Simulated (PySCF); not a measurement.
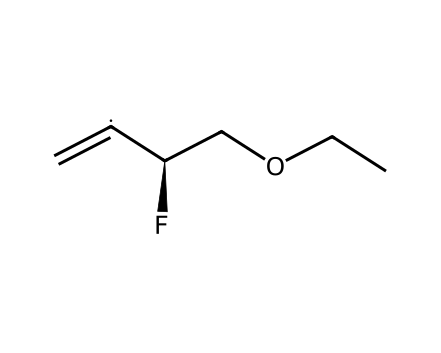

State: neutral, doublet. The geometry was computed by an optimisation with GFN2-xTB. No frequency run is at hand to confirm it as a minimum. Properties computed with UKS B3LYP, pcH-1 on C F H O, non-relativistic (PySCF 2.14.0).

Estimate the ⟨S²⟩ of the determinant.

Answer. 0.758.

Give the isotropic g value at this level.

Answer. 2.00225.
